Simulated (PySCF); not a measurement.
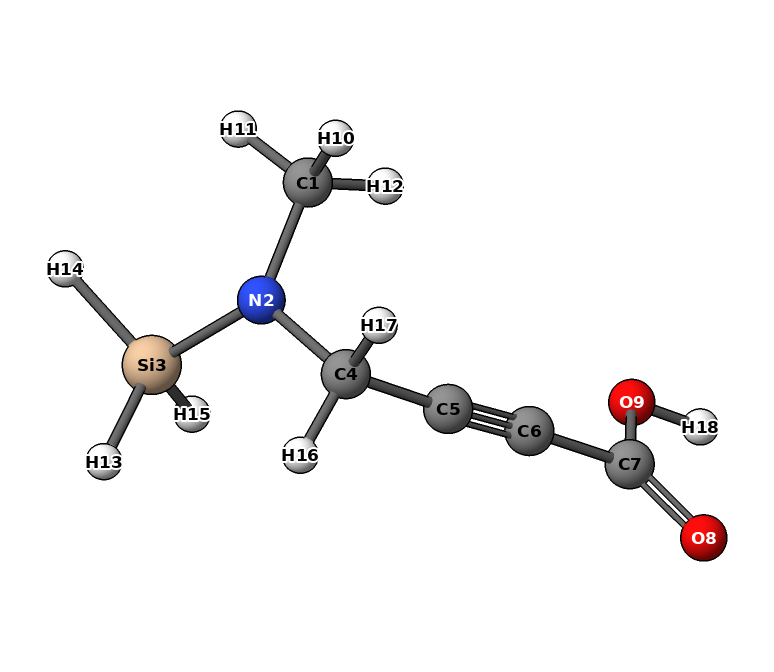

The questions are on isotropic NMR shieldings of the O atoms. The computed structure is the end point of a GFN2-xTB optimisation. No frequency run is at hand to confirm it as a minimum. Properties computed with GIAO PBE0/pcSseg-1 NMR shielding, non-relativistic, gas phase (PySCF 2.14.0).

List the isotropic NMR shieldings of the O atoms.

```
atom  σ (ppm)
  O8   −116.6
  O9    119.2
```

The geometry is semi-empirical. Around Si such bond lengths and angles can be off by a tenth of an ångström or more and by several degrees, and values that hang on the shape move with them.
